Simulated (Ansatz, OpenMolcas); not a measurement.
# A ladder of methods for C2H7AlO (SMILES C[CH2][AlH][OH])

The species is C2H7AlO (11 atoms), meant as a singlet with charge 0. SMILES: `C[CH2][AlH][OH]`. Geometry: relaxed at PBE0-D4/def2-TZVP. This is one conformer, not always the lowest.

```xyz
11

C    -1.1116    0.8294    0.1064
C     0.1759    0.3880    0.8020
Al    1.2545   -0.9479   -0.1378
O     0.7626   -1.5768   -1.6393
H    -1.7910   -0.0119   -0.0587
H    -1.6626    1.5750    0.6876
H    -0.9106    1.2733   -0.8729
H    -0.0493   -0.0100    1.8007
H     0.8188    1.2568    0.9979
H     2.6223   -1.5227    0.4124
H    -0.0438   -1.3101   -2.0778
```

Each level gives the vertical ionisation energy (to the doublet cation) (eV). The values are calculated.

```tsv
level	kind	program	value (eV)	less CCSD(T)/6-31G*	CPU time (all runs)
revPBE/6-31G* (spherical functions)	GGA	OpenMolcas	9.12	-0.36	2.3 min
M06-L/6-31G* (spherical functions)	meta-GGA	OpenMolcas	9.38	-0.10	3.2 min
r2SCAN/6-31G* (spherical functions)	meta-GGA	OpenMolcas	9.32	-0.16	3.3 min
PBE0/6-31G* (spherical functions)	global hybrid	OpenMolcas	9.52	+0.04	2 min
wB97X/6-31G* (spherical functions)	range-separated hybrid	Ansatz	9.77	+0.29	81 s
PBE-QIDH/6-31G* (spherical functions)	double hybrid	Ansatz	9.77	+0.29	26 s
RPA@PBE0/6-31G* (spherical functions)	RPA	Ansatz	9.44	-0.04	27 s
CCSD(T)/6-31G* (spherical functions), open shells restricted	coupled cluster or CI	OpenMolcas	9.48	0.00	93 s
```

CCSD(T)/6-31G* (spherical functions), open shells restricted is the highest level here, not the true value. The values span 9.12 to 9.77 eV. CPU times are rough (shared hosts, several kinds of processor and program).

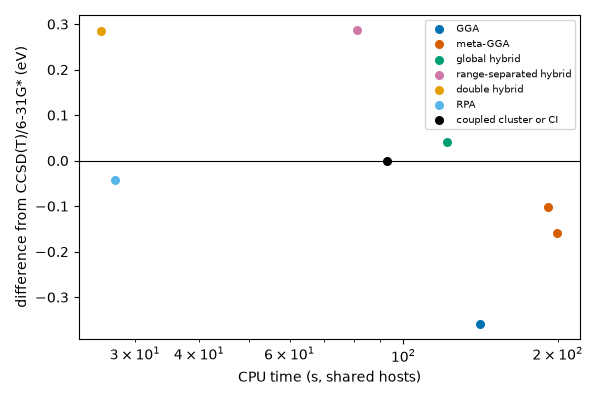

Difference from CCSD(T)/6-31G* against processor time, one point a level.
